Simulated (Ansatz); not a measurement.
# CaSiS3 in R-3c, a phase reached by a soft mode: a soft mode frozen in

Which phase does CaSiS3 in R-3c, a phase reached by a soft mode fall into along its unstable mode, and how much energy does it gain?

Method: DFT LDA, scalar-relativistic, plane waves, PAW; PAW set soft_1, in Ansatz 0.2.0.

The structure was built from a prototype and need not be the compound's stable phase.

### Step 1. The starting structure

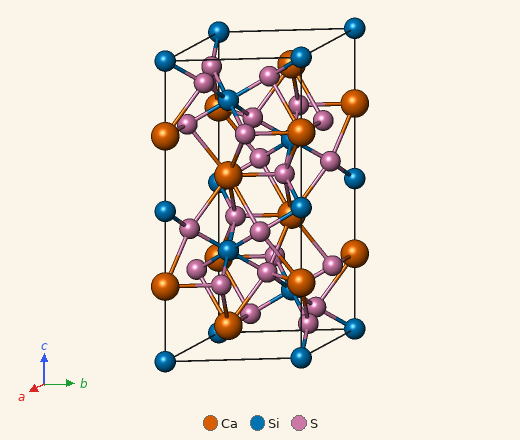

The starting structure, seen slightly off an axis (calcium orange, silicon blue, sulfur pink). This picture shows the conventional cell, with its axes. Bonds to atoms that aren't drawn are left out. Some periodic images of atoms are drawn too.

As a file:

```cif
data_structure
_symmetry_space_group_name_H-M 'R-3c:H'
_symmetry_Int_Tables_number 167
_cell_length_a 6.5008
_cell_length_b 6.5008
_cell_length_c 14.6609
_cell_angle_alpha 90.000
_cell_angle_beta 90.000
_cell_angle_gamma 120.000
_cell_volume 536.56
loop_
_atom_site_label
_atom_site_type_symbol
_atom_site_symmetry_multiplicity
_atom_site_Wyckoff_symbol
_atom_site_fract_x
_atom_site_fract_y
_atom_site_fract_z
_atom_site_occupancy
Ca1 Ca 6 a 0.33333 0.66667 0.41667 1
Si1 Si 6 b 0.33333 0.66667 0.16667 1
S1 S 18 e 0.07884 0.74551 0.08333 1
```

### Step 2. Modes at Γ

This phase was reached earlier by freezing in an unstable mode of a structure of higher symmetry and relaxing. Its zone-centre modes can show that it is still unstable.

Contents of input.yaml:

```yaml
crystal:
  lattice:
    - [3.2503872302, 1.8766119423, 4.8869535632]
    - [-3.2503872302, 1.8766119423, 4.8869535632]
    - [0.0, -3.7532238846, 4.8869535632]
  atoms:
    - { symbol: Ca, position: [0.75, 0.75, 0.75] }
    - { symbol: Ca, position: [0.25, 0.25, 0.25] }
    - { symbol: Si, position: [0.5, 0.5, 0.5] }
    - { symbol: Si, position: [0.0, 0.0, 0.0] }
    - { symbol: S, position: [0.1621770971, 0.75, 0.3378229029] }
    - { symbol: S, position: [0.8378229029, 0.25, 0.6621770971] }
    - { symbol: S, position: [0.3378229029, 0.1621770971, 0.75] }
    - { symbol: S, position: [0.6621770971, 0.8378229029, 0.25] }
    - { symbol: S, position: [0.75, 0.3378229029, 0.1621770971] }
    - { symbol: S, position: [0.25, 0.6621770971, 0.8378229029] }
kpoints:
  mp_grid: { grid: [6, 6, 6] }
hamiltonian:
  xc: lda
  pseudopotentials: { kind: paw, azcp: { folder: soft_1 }, xc_functional: pbe }
scf:
  occupations: { method: fixed }
output:
  eigenvalues: true
phonons:
  method: dfpt
  dielectric: true
  rigid_motions: translations
```

Run with:

```bash
$ ansatz run input.yaml --threads 4 --pin off --max-ram 16384MiB --backend cpu --events-out ev --progress --plain --runs-dir out
```

Numbers of over 12 decimals in the logs are rounded to 6 here.

Log:

```text
Engine: ansatz 0.2.0, aarch64-unknown-linux-gnu
Pseudopotentials: kind: paw
Pseudopotential: Ca, paw, valence charge 10, recommended cutoff 420 eV (normal), soft_1/Ca.paw.azcp
Pseudopotential: Si, paw, valence charge 4, recommended cutoff 420 eV (normal), soft_1/Si.paw.azcp
Pseudopotential: S, paw, valence charge 6, recommended cutoff 420 eV (normal), soft_1/S.paw.azcp
Functional definition: SPW92
  exchange = slater_x
  correlation = pw_c
Crystal: 10 atoms, lattice volume = 178.854 Å³
Basis set: ecut = 420 eV, 3497 PW (Γ), exchange–correlation on 96×96×96 points (8 copies of the dense FFT grid, shifted against one another)
Bands: 42, of which v1, the nominal top of the filled ones, is band 32 counted from 1 (31 counted from 0)
Symmetry: 12 space group operations
k-points: 112 of 216 (irreducible under 1 space group operation, time reversal used)
Non-local potential: Ca, projectors of the file, l = 0: 3, l = 1: 2, l = 2: 2
Non-local potential: Si, projectors of the file, l = 0: 2, l = 1: 2, l = 2: 1
Non-local potential: S, projectors of the file, l = 0: 2, l = 1: 2, l = 2: 1
PAW form: soft (Blöchl's): semilocal exchange-correlation on the pseudo side does not see the compensation charge
PAW frozen core: Ca, regenerated for the run's functional, and the local potential with it (the file was generated under x = pbe(κ = 0.804, μ = 0.219515), c = pbe(β = 0.066725))
PAW frozen core: Si, regenerated for the run's functional, and the local potential with it (the file was generated under x = pbe(κ = 0.804, μ = 0.219515), c = pbe(β = 0.066725))
PAW frozen core: S, regenerated for the run's functional, and the local potential with it (the file was generated under x = pbe(κ = 0.804, μ = 0.219515), c = pbe(β = 0.066725))
PAW one-centre angular grid: Ca, 110 points (default); XC on 64 Gauss nodes
PAW one-centre angular grid: Si, 110 points (default); XC on 64 Gauss nodes
PAW one-centre angular grid: S, 110 points (default); XC on 64 Gauss nodes
Initial density: superposition of atomic densities (chi_scale 0.1, normalization cell, long waves kept (reshape's long-wave potential 0.00 eV rms))
Initial wavefunctions: pseudopotential atomic-orbital guess
Functional: x = slater, c = lda
SCF iter   1: F=—  HF=-9994.174060 eV  |F-HF|=—  |Δ(HF+E_count)|=         —  Δρ=5.48e-2  dr2=1.25e1  ethr=3.10e-3  ⟨swp⟩=7.7  Hψ=23014  notcnv=0  defer=779
preconditioner: auto → Resta (q_TF=auto, 2.299 Å⁻¹)  ε∞=6.4  [insulator: Δε(μ)=0.396 eV  Ē_g=8.246 eV  n_scr=32 (ndim 8)  ℏωp=19.2 eV  f_vac=0.000  ε∞_Penn≈6.4]
SCF iter   2: F=—  HF=-9990.882593 eV  |F-HF|=—  |Δ(HF+E_count)|=    3.29e0  Δρ=2.25e-2  dr2=1.85e0  ethr=3.10e-3  ⟨swp⟩=4.9  Hψ=11857  notcnv=0  defer=848
SCF iter   3: F=—  HF=-9990.320119 eV  |F-HF|=—  |Δ(HF+E_count)|=   5.62e-1  Δρ=6.75e-3  dr2=1.18e-1  ethr=2.89e-3  ⟨swp⟩=3.1  Hψ=8459  notcnv=0  defer=886
SCF iter   4: F=—  HF=-9990.282183 eV  |F-HF|=—  |Δ(HF+E_count)|=   3.79e-2  Δρ=1.93e-3  dr2=8.61e-3  ethr=1.84e-4  ⟨swp⟩=3.3  Hψ=7567  notcnv=0  defer=896
SCF iter   5: F=—  HF=-9990.280450 eV  |F-HF|=—  |Δ(HF+E_count)|=   1.73e-3  Δρ=4.78e-4  dr2=4.13e-4  ethr=1.34e-5  ⟨swp⟩=3.3  Hψ=8495  notcnv=0  defer=896
SCF iter   6: F=—  HF=-9990.280425 eV  |F-HF|=—  |Δ(HF+E_count)|=   2.54e-5  Δρ=7.99e-5  dr2=1.15e-5  ethr=6.45e-7  ⟨swp⟩=2.3  Hψ=7449  notcnv=0  defer=896
SCF iter   7: F=—  HF=-9990.280425 eV  |F-HF|=—  |Δ(HF+E_count)|=   2.78e-9  Δρ=1.83e-5  dr2=5.94e-7  ethr=1.80e-8  ⟨swp⟩=2.2  Hψ=7380  notcnv=0  defer=893
SCF iter   8: F=—  HF=-9990.280514 eV  |F-HF|=—  |Δ(HF+E_count)|=   8.91e-5  Δρ=3.84e-6  dr2=1.84e-8  ethr=9.27e-10  ⟨swp⟩=2.3  Hψ=7985  notcnv=0  defer=889
SCF iter   9: F=—  HF=-9990.280514 eV  |F-HF|=—  |Δ(HF+E_count)|=   3.09e-9  Δρ=6.24e-7  dr2=7.68e-10  ethr=2.87e-11  ⟨swp⟩=2.1  Hψ=7741  notcnv=0  defer=888
SCF iter  10: F=-9990.280514 eV  HF=-9990.280514 eV  |F-HF|=7.28e-12  |Δ(HF+E_count)|=  5.82e-11  Δρ=9.98e-8  dr2=1.91e-11  ethr=1.00e-12  ⟨swp⟩=22.4  Hψ=44626  notcnv=0
SCF 1 converged in 10 iterations: F = -9990.280514 eV  dr2 = 1.91e-11
  greatest PAW one-centre occupation: 0.996 electrons in one spin orbital (limit 2), on the Ca atom at site 1 (counted from 0), in its partial waves of l = 0
NSCF: frozen V_eff on 6 k-points
DFPT response loops at Γ: preconditioner auto → Resta (q_TF=auto, 2.299 Å⁻¹)  ε∞=10.6 (no band partly filled); β = 1.00, the filter's whole step (`scf.mixing.beta` (0.50) is not read by the response loops at its default; to damp them type it under 1.00, their step now; it binds the ground state too); Broyden in place of MSR1
── the response to a field inside a basis, on 8×8×8 k-points: an SCF that follows is theirs, and a resumed run solves both again ──
Bands: 33, of which v1, the nominal top of the filled ones, is band 32 counted from 1 (31 counted from 0)
k-points: 60 of 512
Initial density: handed on by an earlier stage of this run
Initial wavefunctions: pseudopotential atomic-orbital guess (no wavefunctions were taken with the density)
Eigensolver: Dense (60 Hₖ)
SCF iter   1: F=—  HF=-9990.215331 eV  |F-HF|=—  |Δ(HF+E_count)|=         —  Δρ=1.56e-4  dr2=1.66e-5  ethr=1.00e-1
preconditioner: auto → Resta (q_TF=auto, 2.299 Å⁻¹)  ε∞=5.9  [insulator: Δε(μ)=0.588 eV  Ē_g=9.741 eV  n_scr=32 (ndim 8)  ℏωp=21.5 eV  f_vac=0.000  ε∞_Penn≈5.9]
SCF iter   2: F=—  HF=-9990.215332 eV  |F-HF|=—  |Δ(HF+E_count)|=   1.62e-6  Δρ=8.72e-5  dr2=5.76e-6  ethr=2.59e-8
SCF iter   3: F=-9990.215333 eV  HF=-9990.215333 eV  |F-HF|=5.85e-9  |Δ(HF+E_count)|=   9.04e-7  Δρ=5.72e-6  dr2=6.33e-8  ethr=9.00e-9
SCF 1 converged in 3 iterations: F = -9990.215333 eV  dr2 = 6.33e-8
  greatest PAW one-centre occupation: 0.995 electrons in one spin orbital (limit 2), on the Ca atom at site 0 (counted from 0), in its partial waves of l = 0
DFPT response loops at Γ: preconditioner auto → Resta (q_TF=auto, 2.299 Å⁻¹)  ε∞=10.1 (no band partly filled); β = 1.00, the filter's whole step (`scf.mixing.beta` (0.50) is not read by the response loops at its default; to damp them type it under 1.00, their step now; it binds the ground state too); Broyden in place of MSR1
WARN: field response: ε∞ stands inside a basis, on 8×8×8 points; the force constants stand on the 6×6×6 k-mesh, whose period is 13.03 times the interband length at k = (0.0000, 0.0000, 0.0000), direct gap 0.647 eV, under 14: take them and everything formed from them as unconverged, and compare with a denser kpoints.mp_grid
SCF converged after 10 iterations
Free energy (F): -9990.280514 eV
Harris-Foulkes:  -9990.280514 eV  (|F-HF|=7.28e-12)
Internal energy: -9990.280514 eV  (E = F + TS)
E sigma→0 (E₀):  -9990.280514 eV
Fermi energy:    8.185440 eV
--- Per-component energies (eV) ---
  E_band       = -166.155374
  E_kinetic    = 1244.129330
  E_local      = -1943.525684  (includes V_loc(G=0)·N_el)
  E_nonlocal   = 443.244004
  E_hartree    = 611.805183
  E_xc         = -902.399367
  E_vxc        = -921.276471  (∫ρ·V_xc dr)
  E_paw        = -6076.725019  (= ΣΔE_a)
  E_vpaw       = -212.336987  (= ΣTr[D̂ρ^β])
  E_aug_tail   = 0.000060  (compensation charges beyond the density's cutoff)
  E_ewald      = -3368.463200
  E_core_change = 1.654180  (= ΣΔE_core)
  E_smearing   = -0.000000  (= −TS)
  E_closure    = 0.000000  (closes the sum)
  Σ components = -9990.280514   (vs F -9990.280514, Δ=0.00e0)
--- Band table (eV; the first three rows and the last of 112) ---
  k-point 0: bands = [... 28 lower, 7.2085, 7.5983, 7.5983, 8.1854, 8.8329, 10.4992, 11.1724, 11.1724, ... 6 higher]
  k-point 1: bands = [... 28 lower, 7.1528, 7.6809, 7.7012, 8.0297, 8.8160, 10.5851, 10.9316, 11.1491, ... 6 higher]
  k-point 2: bands = [... 28 lower, 7.0170, 7.4179, 7.7864, 7.9067, 8.8042, 9.7999, 11.4019, 11.5681, ... 6 higher]
  k-point 111: bands = [... 28 lower, 6.8252, 6.8252, 6.8252, 6.8252, 9.2208, 9.2208, 12.0205, 12.0205, ... 6 higher]
--- Phonons (Γ-DFPT): 6 representative perturbations + reference, on 112 of 216 k-points (Σ response iterations 18) ---
  k mesh reduced under 1 symmetry operation, with k and −k counted as one. Each operation leaves every solved perturbation unchanged. A smaller set is not considered because the run solves the response to a homogeneous field
  ASR residual: 9.868e-5 → 0.000e0 eV/Å²; symmetrization residual: 5.836e-6 eV/Å²
  ASR residual per site (eV/Å²): 9.87e-5 9.87e-5 1.47e-5 1.47e-5 5.64e-5 5.64e-5 6.04e-5 6.04e-5 5.64e-5 5.64e-5
  Γ frequencies (cm⁻¹): -76.91 -76.91 -70.23 0.00 0.00 0.00 37.74 82.67 82.67 126.22 131.22 131.22 132.08 169.40 169.40 241.22 252.37 252.37 265.69 265.69 277.31 291.74 328.65 328.65 363.79 367.30 367.43 367.43 385.22 385.22
  ε∞ (high-frequency dielectric tensor):
       11.131594     0.000000     0.000000
       -0.000000    11.131594    -0.000000
        0.000000    -0.000000    15.671159
  softest optical mode at Γ: -76.91 cm⁻¹; the repairs (sum rule, projections) moved no ω² at Γ by more than (1.55 cm⁻¹)²
  Born effective charges Z* (e; rows j = field, columns β = displacement):
    site 0:
         2.62356   -0.00000   -0.00000
        -0.00000    2.62356   -0.00000
        -0.00000   -0.00000    2.46547
    site 1:
         2.62356   -0.00000   -0.00000
        -0.00000    2.62356   -0.00000
         0.00000   -0.00000    2.46547
    site 2:
         4.84037    1.29435    0.00000
        -1.29435    4.84037    0.00000
         0.00000    0.00000    4.22269
    site 3:
         4.84037   -1.29435   -0.00000
         1.29435    4.84037   -0.00000
        -0.00000    0.00000    4.22269
    site 4:
        -2.52326    0.06112   -0.39861
         0.06112   -2.45269    0.23014
        -0.82282    0.47505   -2.22939
    site 5:
        -2.52326    0.06112   -0.39861
         0.06112   -2.45269    0.23014
        -0.82282    0.47505   -2.22939
    site 6:
        -2.41740   -0.00000    0.00000
         0.00000   -2.55855   -0.46027
        -0.00000   -0.95011   -2.22939
    site 7:
        -2.41740   -0.00000   -0.00000
         0.00000   -2.55855   -0.46027
         0.00000   -0.95011   -2.22939
    site 8:
        -2.52326   -0.06112    0.39861
        -0.06112   -2.45269    0.23014
         0.82282    0.47505   -2.22939
    site 9:
        -2.52326   -0.06112    0.39861
        -0.06112   -2.45269    0.23014
         0.82282    0.47505   -2.22939
  Z* charge neutrality: 9.006e-3 e pre-enforcement
  solved inside a basis spanned on kpoints, on 8×8×8 k-points, its susceptibility summed on 10×10×10: ε∞ is read to err by 7.7e-2, Z* by 4.1e-2 e (field_mesh: kpoints solves on kpoints); Z* is corrected for what the basis lacks
  optical modes at Γ without the LO–TO term, one row a degenerate level:
      ω (cm⁻¹)  modes    IR ((D/Å)²/amu)
        -76.91      2            28.4178
        -70.23      1            26.6973
         37.74      1             0.0000
         82.67      2             0.0000
        126.22      1             6.6784
        131.22      2            24.9523
        132.08      1             0.0000
[...]
optical modes at Γ + LO–TO along q̂ = [1.0000, 0.0000, 0.0000]:
      ω (cm⁻¹)  modes    IR ((D/Å)²/amu)
[...]
optical modes at Γ + LO–TO along q̂ = [0.0000, 1.0000, 0.0000]:
      ω (cm⁻¹)  modes    IR ((D/Å)²/amu)
[...]
optical modes at Γ + LO–TO along q̂ = [0.0000, 0.0000, 1.0000]:
      ω (cm⁻¹)  modes    IR ((D/Å)²/amu)
[...]
152.85      1            10.5214
        169.40      2             0.0000
        241.22      1             0.0000
        252.37      2             0.0000
        265.69      2            72.4292
        291.74      1             0.0000
        324.44      1            45.2109
        328.65      2             0.0000
        363.79      1             0.0000
        367.30      1             0.0000
        367.43      2            20.1652
        385.22      2             6.7845
```

The job ended after 4.8 min (4 threads of Arm Neoverse V1, shared host; peak memory 3.2 GiB).

Numbers from this step:

```yaml
gap_on_the_k_mesh: 0.5368 eV
volume_per_atom: 17.89 Å³
sum_rule_residual_before_enforcement: 9.87e-5 eV/Å²
miss_of_the_charge_sum_rule: 0.009006 e
estimated_error_of_the_dielectric_tensor: 0.07654
estimated_error_of_the_born_charges: 0.04126 e
point_group: -3m
highest_optical_mode_at_the_zone_centre_no_lo_to_term: 385.2 cm⁻¹
lowest_optical_zone_centre_mode: -76.91 cm⁻¹
mean_high_frequency_dielectric_constant: 12.64
largest_born_charge_third_of_the_trace: 4.635 e
top_of_the_zone_centre_spectrum_with_the_field: 414.8 cm⁻¹
```

Patterns of degenerate modes are one choice out of their space. Modes at Γ, with each element's share of the kinetic energy (negative means imaginary):

```csv
mode,frequency (cm⁻¹),symmetry,Ca %,Si %,S %
1,-76.9,Eu,4,11,85
2,-76.9,Eu,4,11,85
3,-70.2,A2u,53,4,42
4,0.0,acoustic,24,17,59
5,0.0,acoustic,24,17,59
6,0.0,acoustic,24,17,59
7,37.7,A2g,100,0,0
8,82.7,Eg,11,0,89
9,82.7,Eg,11,0,89
10,126.2,A2u,22,59,19
11,131.2,Eu,25,59,17
12,131.2,Eu,25,59,17
13,132.1,A2g,0,0,100
14,169.4,Eg,67,0,33
15,169.4,Eg,67,0,33
16,241.2,A1g,0,0,100
17,252.4,Eg,4,0,96
18,252.4,Eg,4,0,96
19,265.7,Eu,42,17,41
20,265.7,Eu,42,17,41
21,277.3,A2u,0,20,80
22,291.7,A1u,0,9,91
23,328.6,Eg,18,0,82
24,328.6,Eg,18,0,82
25,363.8,A1u,0,91,9
26,367.3,A2g,0,0,100
27,367.4,Eu,2,30,69
28,367.4,Eu,2,30,69
29,385.2,Eu,3,67,30
30,385.2,Eu,3,67,30
```

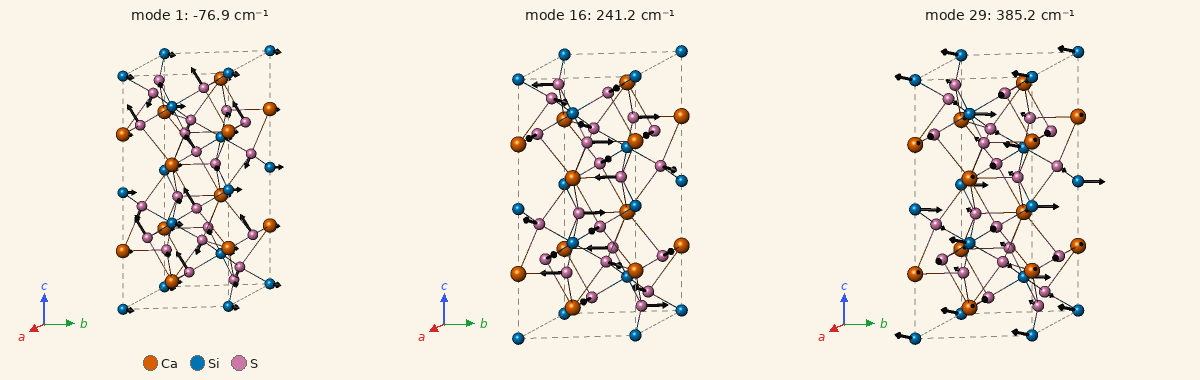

Displacement patterns of modes 1, 16 and 29 at Γ; arrows are exaggerated. Bonds to atoms that aren't drawn are left out. Some periodic images of atoms are drawn too.

Before it was imposed, the acoustic sum rule was missed by 9.9e-5 eV/Å² and the charge sum rule by 0.0090 e. Small misses are needed for a sound result but don't prove that mesh and cutoff are converged. The lowest optical mode is imaginary, 76.9i cm⁻¹, so the energy falls along it.

The log warns of the k mesh: “the force constants stand on the 6×6×6 k-mesh, whose period is 13.03 times the interband length at k = (0.0000, 0.0000, 0.0000), direct gap 0.647 eV, under 14: take them and everything formed from them as unconverged”.

### Step 3. The mode frozen in, largest atomic shift 0 Å

The mode followed lies at Γ with frequency 76.9i cm⁻¹ and is 2-fold degenerate, the softest among the wavevectors solved. At small amplitude the distorted cell has space group no. 5 by a symmetry search on the positions. The undistorted cell that holds it gives the zero of energy on the same k mesh.

input.yaml: that of step 2 with these lines changed.

```diff
@@ -22,8 +22,6 @@
 scf:
-  occupations: { method: fixed }
+  occupations: { method: gaussian, width: 0.02 }
 output:
+  forces: true
+  stress: true
   eigenvalues: true
-phonons:
-  method: dfpt
-  dielectric: true
-  rigid_motions: translations
```

Log:

```text
[...]
Crystal: 10 atoms, lattice volume = 178.854 Å³
Basis set: ecut = 420 eV, 3497 PW (Γ)
Bands: 42, of which v1, the nominal top of the filled ones, is band 32 counted from 1 (31 counted from 0)
Symmetry: 12 space group operations
[...]
k-points: 32 of 216
[...]
k-point 0: bands = [... 28 lower, 7.2085, 7.5983, 7.5983, 8.1854, 8.8329, 10.4992, 11.1725, 11.1725, ... 5 higher]
  k-point 1: bands = [... 28 lower, 7.1528, 7.6809, 7.7012, 8.0297, 8.8160, 10.5851, 10.9316, 11.1491, ... 5 higher]
  k-point 2: bands = [... 28 lower, 7.0170, 7.4179, 7.7864, 7.9067, 8.8042, 9.7999, 11.4019, 11.5681, ... 5 higher]
  k-point 31: bands = [... 28 lower, 6.8252, 6.8252, 6.8252, 6.8252, 9.2208, 9.2208, 12.0205, 12.0205, ... 5 higher]
[key lines of the parts left out:]
SCF converged after 8 iterations
Free energy (F): -9990.280513 eV
Fermi energy:    8.453192 eV
P = ⅓ Tr σ = 0.0035 GPa (0.035 kbar)
```

Wall time 4.5 s (4 threads); peak memory 0.56 GiB; 17 s of CPU time.

This step gave:

```
pressure                         : 0.003502 GPa
gap on the k-mesh                : 0.5369 eV
energy from the undistorted cell : 0 meV/atom
```

At this level the gap is 0.54 eV on the k-mesh of the self-consistent run, which can miss the band edges.

### Step 4. The mode frozen in, largest atomic shift 0.22 Å

The atoms are moved along the unstable eigenvector, the largest shift by 0.22 Å, with the cell fixed.

input.yaml, the sections that differ from step 3:

```yaml
crystal:
  lattice:
    - [3.2503872302, 1.8766119423, 4.8869535632]
    - [-3.2503872302, 1.8766119423, 4.8869535632]
    - [0.0, -3.7532238846, 4.8869535632]
  atoms:
    - { symbol: Ca, position: [0.7405754334, 0.75, 0.7594245666] }
    - { symbol: Ca, position: [0.2405754334, 0.25, 0.2594245666] }
    - { symbol: Si, position: [0.4863133469, 0.4929302418, 0.5207564113] }
    - { symbol: Si, position: [-0.0207564113, 0.0070697582, 0.0136866531] }
    - { symbol: S, position: [0.1576144878, 0.75, 0.3423855122] }
    - { symbol: S, position: [0.8332602937, 0.25, 0.6667397063] }
    - { symbol: S, position: [0.3345447924, 0.1634615958, 0.7152913915] }
    - { symbol: S, position: [0.6588989866, 0.8391074017, 0.2152913915] }
    - { symbol: S, position: [0.7847086085, 0.3365384042, 0.1654552076] }
    - { symbol: S, position: [0.2847086085, 0.6608925983, 0.8411010134] }
# kpoints, hamiltonian, scf, output: as in step 3
```

Log:

```text
[...]
Crystal: 10 atoms, lattice volume = 178.854 Å³
Basis set: ecut = 420 eV, 3497 PW (Γ)
Bands: 42, of which v1, the nominal top of the filled ones, is band 32 counted from 1 (31 counted from 0)
Symmetry: 2 space group operations
[...]
k-points: 68 of 216 (time reversal used)
[...]
k-point 0: bands = [... 28 lower, 7.2180, 7.4189, 7.5895, 7.9846, 8.9737, 10.6990, 11.1726, 11.2326, ... 5 higher]
  k-point 1: bands = [... 28 lower, 7.1993, 7.4103, 7.6451, 7.8527, 8.9422, 10.6214, 11.0557, 11.2760, ... 5 higher]
  k-point 2: bands = [... 28 lower, 7.0493, 7.3170, 7.5902, 7.7675, 8.8836, 9.8227, 11.4146, 11.6358, ... 5 higher]
  k-point 67: bands = [... 28 lower, 6.8188, 6.8310, 6.8734, 6.8842, 9.1352, 9.1958, 11.8551, 11.9575, ... 5 higher]
[key lines of the parts left out:]
SCF converged after 9 iterations
Free energy (F): -9990.309148 eV
Fermi energy:    8.383258 eV
P = ⅓ Tr σ = 0.7225 GPa (7.225 kbar)
```

Wall time 15 s (4 threads); peak memory 0.67 GiB.

This step gave:

```
pressure                         : 0.7225 GPa
gap on the k-mesh                : 0.7980 eV
energy from the undistorted cell : -2.864 meV/atom
```

The energy, extrapolated to zero smearing, is -2.86 meV/atom against the undistorted cell.

The run ends at a pressure of 0.72 GPa, with forces up to 0.096 eV/Å.

[end of part 1 of 3]

[Logs are printed without paths, hosts, clocks, repeated set-up lines and the standing remarks that a program may print on its own settings, such as how far it seeks lower states.]

[Hosts, paths, dates, database ids (printed as entryN), source tags and the programs' standing remarks are cut or masked in the printed files.]
